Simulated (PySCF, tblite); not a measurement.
# C2H8B2N2: dynamics, then NMR shifts on frames, part 1 of 2

Aim: move C2H8B2N2 (`C#C[BH-]1[NH2+][BH2-][NH2+]1`) away from its starting geometry and see how NMR shifts follow the geometry.

Computed with tblite 0.8.0 and PySCF 2.14.0, with density-fitted response routines of our own, on a single molecule in the gas phase. Atoms count from 0, in the outputs and in this text.

### 1 The starting structure

14 atoms, charge 0, multiplicity 1; geometry from: GFN2-xTB.

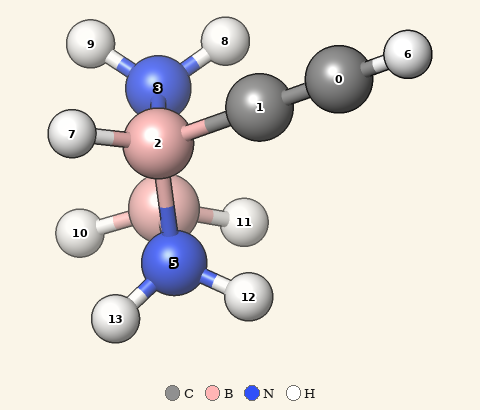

The starting geometry (carbon grey, boron pink, nitrogen blue, hydrogen white), atoms numbered; sticks join atoms by distance.

### 2 A short Langevin run with GFN2-xTB

The job: settings as JSON, then the geometry in Å.

```
{"job": {"kind": "md", "xc": "GFN2-xTB", "basis": "xTB", "temperature": 600, "steps": 2000, "every": 50, "frames": 5}, "charge": 0, "multiplicity": 1}
C      2.846798    -0.455178     0.128026
C      1.685302    -0.333381     0.409879
B      0.186049    -0.165074     0.754006
N     -0.397811     1.198146     0.175742
B     -1.411113     0.339479    -0.698056
N     -0.743896    -1.020199    -0.214662
H      3.867010    -0.564481    -0.105953
H     -0.084505    -0.324411     1.900399
H      0.272306     1.731556    -0.363789
H     -0.819071     1.817404     0.855262
H     -2.525831     0.443811    -0.303106
H     -1.275083     0.523196    -1.863638
H     -0.235931    -1.515354    -0.936751
H     -1.364903    -1.675986     0.240475
```

Method: GFN2-xTB Langevin dynamics, gas phase.

Launch:

```sh
$ OMP_NUM_THREADS=1 python probes_run.py task.json out
```

This one command runs all jobs of the session in turn.

Output:

```text
t/fs     T/K      E/eV
    0.0   464.8   -453.68710
   25.0   361.4   -453.17048
   50.0   439.6   -453.08580
   75.0   596.5   -453.04939
  100.0   578.0   -453.02303
  125.0   429.0   -452.67068
  150.0   537.5   -452.96050
  175.0   792.8   -452.97681
  200.0   666.7   -452.35918
  225.0   849.4   -452.54131
  250.0   759.5   -452.69953
  275.0   768.8   -452.55333
  300.0   703.3   -452.44284
  325.0   606.1   -452.36047
  350.0   626.9   -452.63332
  375.0   577.2   -452.74175
  400.0   563.7   -452.58683
  425.0   636.2   -452.84440
  450.0   748.8   -452.91929
  475.0   584.8   -452.84414
  500.0   406.1   -452.81037
  525.0   727.6   -453.14847
  550.0   550.4   -452.91705
  575.0   503.2   -452.70726
  600.0   693.9   -452.89151
  625.0   585.0   -452.97659
  650.0   658.6   -452.57705
  675.0   674.0   -452.52099
  700.0   574.0   -452.41703
  725.0   651.9   -452.69478
  750.0   517.7   -452.19348
  775.0   529.8   -452.49061
  800.0   784.0   -452.72598
  825.0   524.2   -452.77257
  850.0   447.1   -452.63185
  875.0   477.3   -452.54432
  900.0   831.6   -453.02767
  925.0   536.6   -452.60448
  950.0   896.2   -452.85009
  975.0   491.5   -452.35463
 1000.0   663.6   -452.73720
```

Wall time 6.4 s (1 thread of Arm Neoverse V2, shared host); peak memory 0.18 GiB.

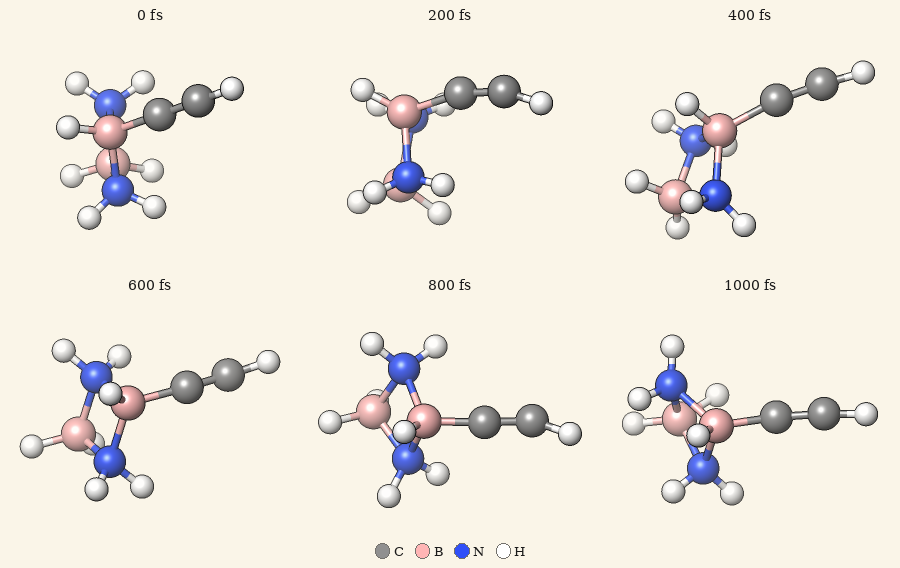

Frames of the run.

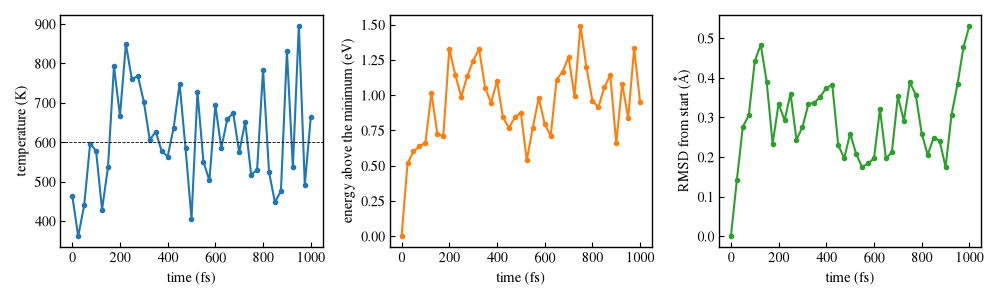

Temperature, potential energy and distance from the start.

Positions (Å) and forces (eV/Å) at 1000 fs:

```xyz
14

C     2.567   -1.288   -0.713   -0.556    0.008    0.231
C     1.639   -1.176    0.052    1.669   -0.139    0.199
B     0.723   -1.402    1.252   -0.805    0.404   -0.179
N     0.072   -0.155    2.087    0.004   -3.034   -0.462
B    -0.970   -0.135    0.955   -0.536    1.981   -0.657
N    -0.704   -1.597    0.505    0.344   -0.023   -0.549
H     3.287   -1.405   -1.469    0.018    0.171   -0.137
H     0.988   -2.183    2.107    0.308   -0.492   -0.512
H     0.518    0.653    2.371    1.141    1.690    0.457
H    -0.243   -0.704    2.889   -0.127    0.838   -0.026
H    -2.037    0.087    1.529    0.129   -0.087   -1.036
H    -0.504    0.674    0.065   -1.038   -0.845    1.010
H    -0.799   -1.907   -0.483    0.422    0.585    0.969
H    -1.264   -2.193    1.046   -0.973   -1.058    0.694
```

### 3 Shielding tensors: 250 fs, PBE0/pcSseg-1

The job: settings as JSON, then the geometry in Å.

```
{"job": {"kind": "nmr", "xc": "PBE0", "basis": "pcSseg-1", "pop": false}, "charge": 0, "multiplicity": 1}
C      2.668100    -0.507100    -0.144200
C      1.515500    -0.321600     0.107600
B      0.105400    -0.399000     0.737400
N     -1.193200     0.108400    -0.099000
B     -1.596400    -1.429300    -0.148600
N     -0.302000    -2.008600     0.373900
H      3.518000    -0.951900    -0.476900
H      0.137900    -0.254100     2.009600
H     -0.875400     0.540000    -0.950700
H     -1.678100     0.846500     0.373400
H     -2.378100    -1.379900     0.817400
H     -2.115400    -1.669000    -1.113200
H      0.366200    -2.328900    -0.338900
H     -0.406400    -2.600000     1.168900
```

Level: GIAO PBE0/pcSseg-1 NMR shielding, non-relativistic, gas phase.

Output:

```text
coarse grid: 11432 points
cycle   1  E = -239.8129959168  dE =  7.354e-01  |g| = 4.646e-01  |ddm| = 3.214e+00
cycle   2  E = -239.8244359614  dE = -1.144e-02  |g| = 4.440e-01  |ddm| = 1.038e+00
cycle   3  E = -239.8713828544  dE = -4.695e-02  |g| = 1.229e-01  |ddm| = 5.090e-01
cycle   4  E = -239.8745922828  dE = -3.209e-03  |g| = 4.706e-02  |ddm| = 1.147e-01
cycle   5  E = -239.8751088332  dE = -5.166e-04  |g| = 1.395e-02  |ddm| = 3.933e-02
cycle   6  E = -239.8751518457  dE = -4.301e-05  |g| = 2.583e-03  |ddm| = 1.101e-02
cycle   7  E = -239.8751533245  dE = -1.479e-06  |g| = 5.437e-04  |ddm| = 3.001e-03
final grid: 109792 points
cycle   8  E = -239.9016276115  dE = -4.704e-05  |g| = 7.522e-03  |ddm| = 2.804e-02
cycle   9  E = -239.9016220306  dE =  5.581e-06  |g| = 9.285e-03  |ddm| = 1.533e-02
cycle  10  E = -239.9016407118  dE = -1.868e-05  |g| = 1.440e-03  |ddm| = 8.054e-03
cycle  11  E = -239.9016411695  dE = -4.577e-07  |g| = 5.123e-04  |ddm| = 1.277e-03
cycle  12  E = -239.9016412292  dE = -5.969e-08  |g| = 1.704e-04  |ddm| = 4.520e-04
cycle  13  E = -239.9016412363  dE = -7.123e-09  |g| = 1.434e-05  |ddm| = 1.426e-04
cycle  14  E = -239.9016412364  dE = -4.286e-11  |g| = 4.414e-06  |ddm| = 1.783e-05
converged SCF energy = -239.9016412364

GIAO shielding tensors (ppm)
atom      isotropic    diamagn.    paramagn.     s11        s22        s33       span
  0 C       89.394     264.102    -174.708      4.931     33.813    229.437    224.506
  1 C       79.456     261.325    -181.869    -37.868    -16.734    292.971    330.839
  2 B      111.333     184.417     -73.084    100.627    108.936    124.435     23.808
  3 N      240.270     320.972     -80.702    222.816    230.248    267.746     44.929
  4 B      120.679     185.438     -64.759    100.291    128.793    132.952     32.661
  5 N      220.671     321.843    -101.171    182.721    225.919    253.374     70.653
  6 H       30.294      35.142      -4.847     25.010     26.302     39.571     14.561
  7 H       26.255      27.411      -1.156     24.245     25.638     28.881      4.637
  8 H       30.729      33.349      -2.620     24.540     27.805     39.843     15.304
  9 H       30.484      31.752      -1.268     23.590     26.388     41.473     17.883
 10 H       27.775      28.046      -0.271     23.684     28.212     31.430      7.746
 11 H       29.579      28.712       0.868     25.292     29.571     33.875      8.583
 12 H       29.196      30.410      -1.214     24.412     26.214     36.961     12.549
 13 H       29.061      29.791      -0.730     22.672     25.937     38.574     15.902
```

It took 9.2 s on 1 thread of Arm Neoverse V2, shared host; peak memory 0.69 GiB.

Shifts follow as δ = σ(reference) − σ, with reference shieldings (ppm) from runs at the same level and on the same kind of geometry: ¹H TMS 31.72, ¹³C TMS 186.9, ¹⁵N NH3 267.7, ¹¹B BF3·OEt2 100.1. The references are single molecules in the gas phase, so shifts against H2O, NH3, PH3, H3PO4 or CFCl3 are not on the usual liquid scales and can be off by tens of ppm. Each atom is listed at this fixed geometry, with no averaging over motion; a spectrum would average atoms that exchange fast.

| atoms | environment | σ (ppm) | δ (ppm) |
| --- | --- | --- | --- |
| C1 | alkyne carbon | 79.5 | 107.5 |
| C0 | terminal alkyne carbon | 89.4 | 97.5 |
| H7 | hydrogen on a boron bonded to C, 2 N, in a 4-membered ring | 26.25 | 5.46 |
| H10 | hydrogen on a boron bonded to 2 N, in a 4-membered ring | 27.77 | 3.94 |
| H13 | hydrogen on a donor nitrogen of a Lewis adduct | 29.06 | 2.66 |
| H12 | hydrogen on a donor nitrogen of a Lewis adduct | 29.20 | 2.52 |
| H11 | hydrogen on a boron bonded to 2 N, in a 4-membered ring | 29.58 | 2.14 |
| H6 | hydrogen on a terminal alkyne carbon | 30.29 | 1.42 |
| H9 | hydrogen on a donor nitrogen of a Lewis adduct | 30.48 | 1.23 |
| H8 | hydrogen on a donor nitrogen of a Lewis adduct | 30.73 | 0.99 |
| B2 | boron bonded to C, 2 N, H, in a 4-membered ring | 111.3 | -11.3 |
| B4 | boron bonded to 2 N, 2 H, in a 4-membered ring | 120.7 | -20.6 |
| N5 | donor nitrogen of a Lewis adduct | 220.7 | 47.1 |
| N3 | donor nitrogen of a Lewis adduct | 240.3 | 27.5 |

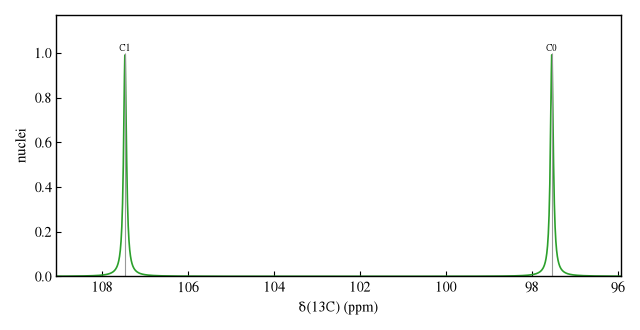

¹³C lines at the computed shifts, without couplings. Lines are broadened to a width of 0.08 ppm (Lorentzian).

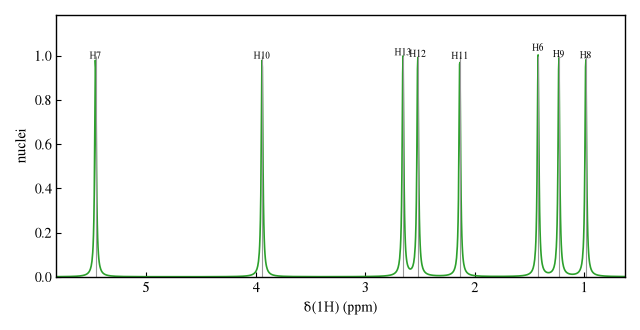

¹H lines at the computed shifts, without couplings. Lines are broadened to a width of 0.02 ppm (Lorentzian).

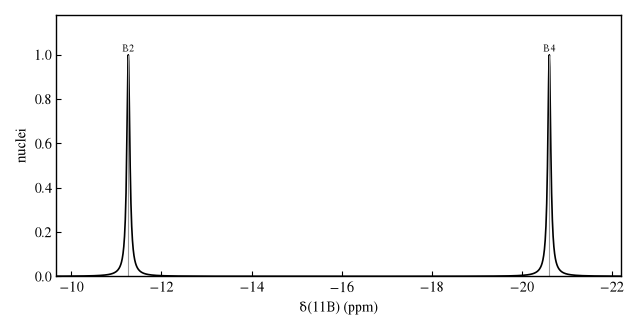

¹¹B lines at the computed shifts, without couplings. Lines are broadened to a width of 0.08 ppm (Lorentzian).

Ring of atoms B2, N3, B4, N5: NICS(0) -6.2, NICS(1) -0.8, NICS(1)zz 1.4 ppm (means of both faces).

### 4 Nuclear shieldings: 425 fs, PBE0/pcSseg-1

The job: settings as JSON, then the geometry in Å.

```
{"job": {"kind": "nmr", "xc": "PBE0", "basis": "pcSseg-1", "pop": false}, "charge": 0, "multiplicity": 1}
C      2.560700    -0.325000    -0.912300
C      1.665200    -0.697200    -0.148900
B      0.479700    -1.087700     0.730300
N     -0.937500    -0.437600     0.221400
B     -1.538700    -1.979300     0.576700
N     -0.080100    -2.511900     0.487400
H      3.333600     0.129900    -1.453800
H      0.823200    -0.905800     1.830600
H     -1.095000    -0.202100    -0.715200
H     -1.099300     0.485700     0.809000
H     -1.867700    -1.779300     1.684300
H     -2.313800    -2.192900    -0.244800
H      0.059000    -2.782400    -0.477600
H      0.247800    -3.321800     1.097100
```

With the program's defaults for keys left out, this is: GIAO PBE0/pcSseg-1 NMR shielding, non-relativistic, gas phase.

Output:

```text
coarse grid: 11432 points
cycle   1  E = -239.8185469335  dE =  6.247e-01  |g| = 4.499e-01  |ddm| = 3.193e+00
cycle   2  E = -239.8134696185  dE =  5.077e-03  |g| = 4.981e-01  |ddm| = 1.077e+00
cycle   3  E = -239.8698385699  dE = -5.637e-02  |g| = 2.017e-01  |ddm| = 5.586e-01
cycle   4  E = -239.8800013188  dE = -1.016e-02  |g| = 3.562e-02  |ddm| = 1.508e-01
cycle   5  E = -239.8802609413  dE = -2.596e-04  |g| = 1.565e-02  |ddm| = 4.041e-02
cycle   6  E = -239.8803138950  dE = -5.295e-05  |g| = 2.596e-03  |ddm| = 1.321e-02
cycle   7  E = -239.8803153161  dE = -1.421e-06  |g| = 7.430e-04  |ddm| = 2.962e-03
final grid: 109792 points
cycle   8  E = -239.9063779141  dE = -5.040e-05  |g| = 8.560e-03  |ddm| = 2.923e-02
cycle   9  E = -239.9063695216  dE =  8.393e-06  |g| = 1.089e-02  |ddm| = 1.695e-02
cycle  10  E = -239.9063951564  dE = -2.563e-05  |g| = 1.566e-03  |ddm| = 8.715e-03
cycle  11  E = -239.9063956735  dE = -5.171e-07  |g| = 6.457e-04  |ddm| = 1.441e-03
cycle  12  E = -239.9063957743  dE = -1.008e-07  |g| = 1.584e-04  |ddm| = 5.171e-04
cycle  13  E = -239.9063957804  dE = -6.093e-09  |g| = 1.810e-05  |ddm| = 1.325e-04
cycle  14  E = -239.9063957804  dE = -5.440e-11  |g| = 8.919e-06  |ddm| = 2.048e-05
converged SCF energy = -239.9063957804

GIAO shielding tensors (ppm)
atom      isotropic    diamagn.    paramagn.     s11        s22        s33       span
  0 C       87.346     264.133    -176.787     16.344     22.431    223.263    206.919
  1 C       79.655     260.803    -181.148    -35.992    -24.565    299.523    335.515
  2 B      117.756     185.595     -67.839    105.682    114.264    133.320     27.637
  3 N      218.412     320.660    -102.247    188.551    213.160    253.527     64.976
  4 B      113.393     192.337     -78.944     98.804    114.887    126.487     27.682
  5 N      220.633     319.073     -98.440    199.637    210.989    251.272     51.635
  6 H       29.501      34.322      -4.821     24.875     25.241     38.389     13.514
  7 H       28.233      29.768      -1.535     26.152     28.650     29.897      3.745
  8 H       31.115      35.961      -4.846     26.085     28.127     39.133     13.049
  9 H       27.550      29.392      -1.843     21.214     24.622     36.813     15.599
 10 H       28.252      29.156      -0.903     24.668     28.173     31.916      7.248
 11 H       28.948      29.695      -0.747     24.787     28.641     33.416      8.629
 12 H       29.234      30.164      -0.930     25.237     25.960     36.505     11.267
 13 H       28.328      25.036       3.292     22.288     24.052     38.644     16.356
```

Run time: 9.2 s. Hardware: 1 thread of Arm Neoverse V2, shared host; peak memory 0.7 GiB.

This run: δ C1 107.3, C0 99.6, B4 -13.3, B2 -17.7, H9 4.17, H7 3.48 ppm.

(Continued in part 2 of 2.)
